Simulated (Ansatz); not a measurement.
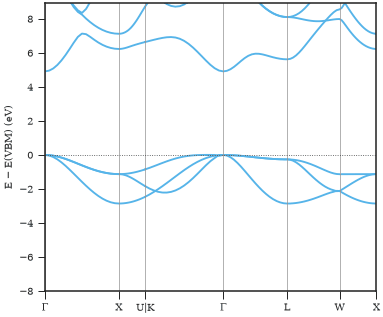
Band structure from PBE (plane waves, PAW; program Ansatz)

Task: Read off the gap and where the band edges lie.

Result: About 4.9 eV (4.91 eV by a search for the band edges); maximum on the K–Γ line, 78 % of the way from K, minimum at Γ.

The material is LiBr (rock salt, Fm-3m).

Symmetry was held in the PBE relaxation; phonons on a q-mesh show no instability. Scalar-relativistic: spin–orbit coupling is off unless named, which matters more the heavier the elements.

Potentials: the later of the program's two PAW sets.
